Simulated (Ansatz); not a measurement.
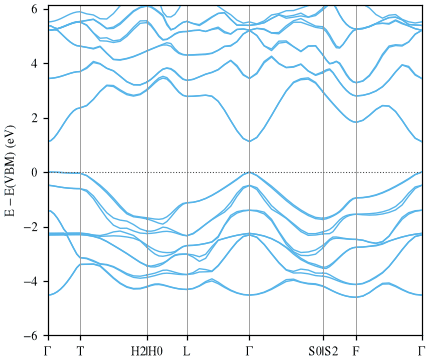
Fig. 1. Band structure from DFT-PBEsol with spin–orbit coupling in the program Ansatz with PAW potentials

Question: Read off the gap and where the band edges lie.

Answer: About 1.1 eV (1.12 eV by a search for the band edges); maximum at Γ, minimum at Γ.

The material is Mg2TeS in space group R3m (No. 160; Mg on 3a, Mg on 3a, Te on 3a, S on 3a).

The first step of the workflow began from a Materials Project structure, measured or hypothetical; the Crystallography Open Database copy checked does not list it. Its standing as an ambient phase is unchecked. The PBEsol relaxation kept the symmetry of its start; its stability against distortions is not shown here.

Potentials: the later of the program's two PAW sets.
